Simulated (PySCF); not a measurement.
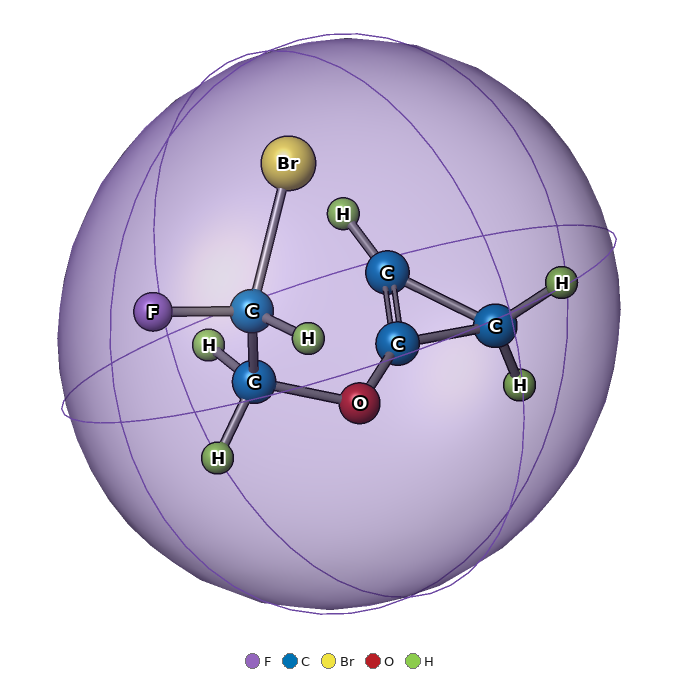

The ellipsoid shows the static dipole polarisability: its half-axes are proportional to the principal values. The geometry was computed by an optimisation with GFN2-xTB. No frequency run is at hand to confirm it as a minimum. Method: CAM-B3LYP/def2-SVPD (PySCF 2.14.0).

Question. Give the principal values, the mean and the anisotropy.

Answer. Principal values 70.5, 83.1, 94.7 bohr³; mean 82.7 bohr³ (12.26 Å³); anisotropy 21.0 bohr³, so the longest axis is 1.34 times the shortest.

The geometry is semi-empirical. Around Br such bond lengths and angles can be off by a tenth of an ångström or more and by several degrees, and values that hang on the shape move with them.
